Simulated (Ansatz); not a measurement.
AlF···H2

The calculation's input:

```
crystal:
  periodic: [false, false, false]
  atoms:
    - { symbol: Al, position_ang: [-1.14839, -0.000288, 0.557291] }
    - { symbol: H, position_ang: [1.579276, -2.0e-05, 1.000727] }
    - { symbol: H, position_ang: [1.603848, 0.000179, 0.294714] }
    - { symbol: F, position_ang: [-0.578034, 0.000129, -1.011633] }
basis:
  gaussian: { orbitals: def2-mTZVP }
hamiltonian:
  xc: r2scan
  dispersion: d4
relax:
  f_tol: 0.03
  max_steps: 50
output:
  orbitals: {}
```

Launched as:

```sh
ansatz run input.yaml --threads 1 --pin off --max-ram 2048MiB --backend cpu --events-out ev --progress --plain --runs-dir out
```

The fields are those of the run's last geometry, not of the input's.

These are results of RKS r2SCAN-D4/def2-mTZVP (Ansatz), not measurements.

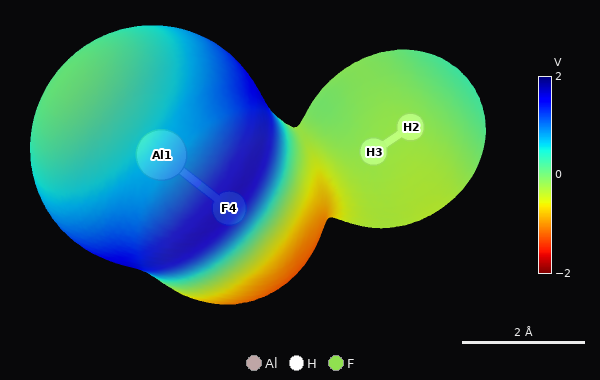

Figure 1. The electrostatic potential painted on the density surface at 0.002 e/bohr³, seen at a tilt; red is negative and blue positive.

Describe the electrostatic potential map.

The most negative region (about −1.4 V) lies over F4, the most positive (about +1.6 V) over Al1.

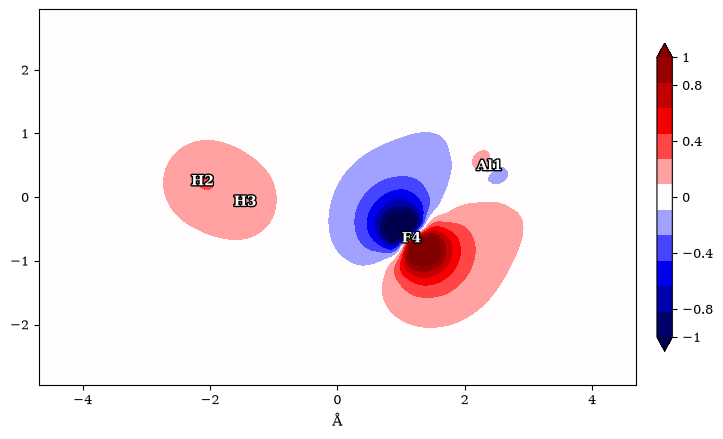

Figure 2. The HOMO−1 on the molecular plane (values in Å⁻³ᐟ²; the overall sign is arbitrary).

What is the character of this orbital?

By Hirshfeld shares it lies mainly on F4 (about 85 %); it is symmetric in the molecular plane (an in-plane orbital: σ, lone-pair or in-plane π type); largely a lone pair of F4. Its energy is −9.85 eV.

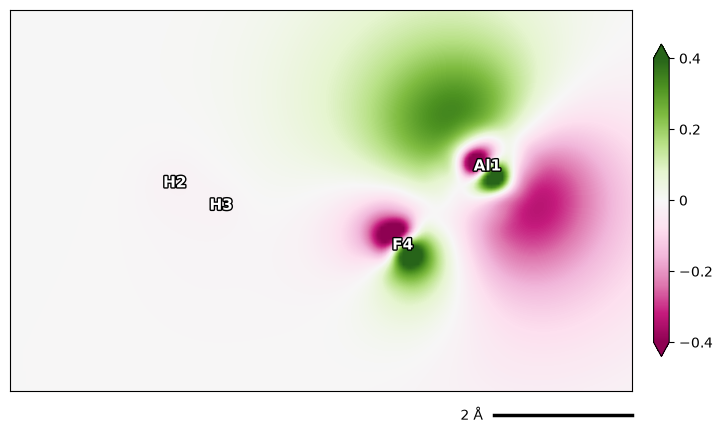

Figure 3. The LUMO on the molecular plane (values in Å⁻³ᐟ²; the overall sign is arbitrary).

What is the character of this orbital?

By Hirshfeld shares it lies mainly on Al1 (about 95 %) and F4 (about 5 %); it is symmetric in the molecular plane (an in-plane orbital: σ, lone-pair or in-plane π type). Its energy is −1.92 eV.
